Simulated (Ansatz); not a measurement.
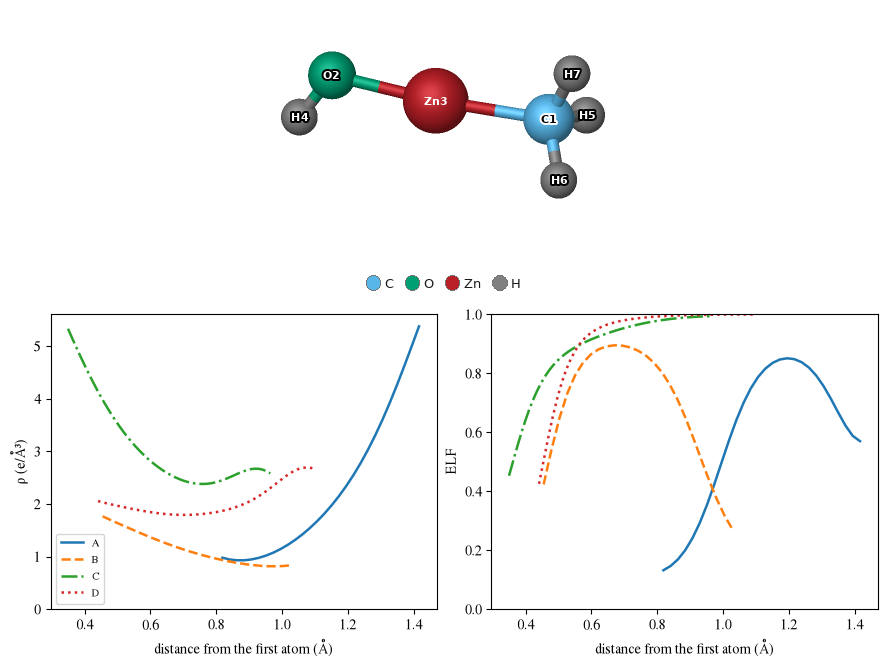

*CH$_{4}$OZn (SMILES [CH3][Zn][OH]). Total electron density and ELF along straight lines between neighbouring atoms. The curves leave out the atomic cores. The structure is drawn too.*

Geometry: r2SCAN-D4/def2-SVP.

Method: isolated molecule in a Gaussian basis; Kohn-Sham density functional theory, functional PBE0 in Ansatz 0.2.0.

```xyz
7

C     0.0368   -0.6493   -1.4645
O    -0.3767    1.3779    1.5818
Zn   -0.2533    0.3899    0.1177
H    -1.2596    1.4646    1.9602
H    -0.3037   -0.1153   -2.3664
H    -0.5013   -1.6102   -1.4203
H     1.1085   -0.8740   -1.5940
```

Question: Which curve belongs to which contact (C–H, C–Zn, O–H and Zn–O)? The first atom named is at distance zero.

Answer: Curve A: Zn–O (1.77 Å): ρ is about 0.93 e/Å³ halfway; the ELF peaks at about 0.85 in the valence shell of O, 0.6 Å from its nucleus, and is about 0.20 at the midpoint. Curve B: C–Zn (1.92 Å): ρ is about 0.82 e/Å³ halfway; the ELF peaks at about 0.90 in the valence shell of C, 0.7 Å from its nucleus, and is about 0.45 at the midpoint. Curve C: O–H (0.96 Å): the density is about 3.7 e/Å³ at the midpoint; the ELF climbs to about 1 towards the hydrogen, as it does in any bond to H: a covalent bond by its length. Curve D: C–H (1.10 Å): ρ is about 1.9 e/Å³ halfway; the ELF climbs to about 1 towards the hydrogen (an ordinary covalent bond to hydrogen).
